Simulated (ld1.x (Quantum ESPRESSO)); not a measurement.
```
Element                 : rubidium
Generator               : ld1.x (Quantum ESPRESSO) 7.5
Type                    : norm-conserving Troullier–Martins (semilocal form)
Functional              : PBE
Relativity              : scalar-relativistic
Frozen core             : [Kr]
Valence charge          : 1
Reference configuration : 5s1 5p0
Partial waves           : 5p (bound, empty): rc 3.45 bohr; 4d channel at 0.05 Ry: rc 3.90 bohr; 5s (bound): rc 4.20 bohr
Local potential         : the s channel
Core correction         : none
```

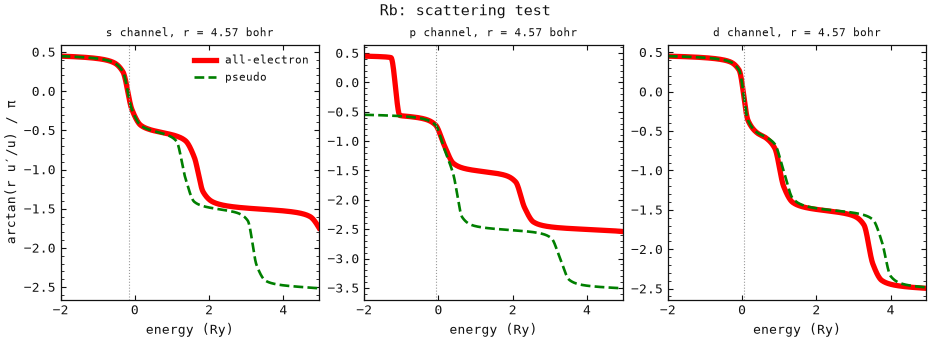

Unwrapped phase arctan(r u′/u) in units of π against energy, all-electron (solid) and pseudo (dashed); the pseudo phase is matched to the all-electron one at the reference energy. Here u = r R(r). A near-vertical step is a level narrower than the spacing of the points behind the curves. The dotted line marks the reference energy of the channel.

Does the potential have spurious states?

Going away from the reference energies, the phases part by more than π/2 in: s at about 1.4 Ry (above its reference energy, pseudo phase lower); p at about 0.5 Ry (above its reference energy, pseudo phase lower); p at about -1.2 Ry (below its reference energy, pseudo phase lower, at the 4p core level, which only the all-electron atom has); d at about 3.5 Ry (above its reference energy, pseudo phase higher). Such a step is either a state that only one of the two atoms has or an ordinary level shifted in energy. The separate test gives: no ghost state below the valence levels in the p, d, s channels.

Counted from its reference energy, which channel leaves the all-electron phase first?

The p channel: its phase error passes 0.05 rad 0.1 Ry above its reference energy, against 0.7 Ry for d.

Give the range of good agreement (0.05 rad in phase) for each channel.

s: up to about 0.8 Ry; p: between about -1.1 and 0.0 Ry; d: up to about 0.7 Ry.
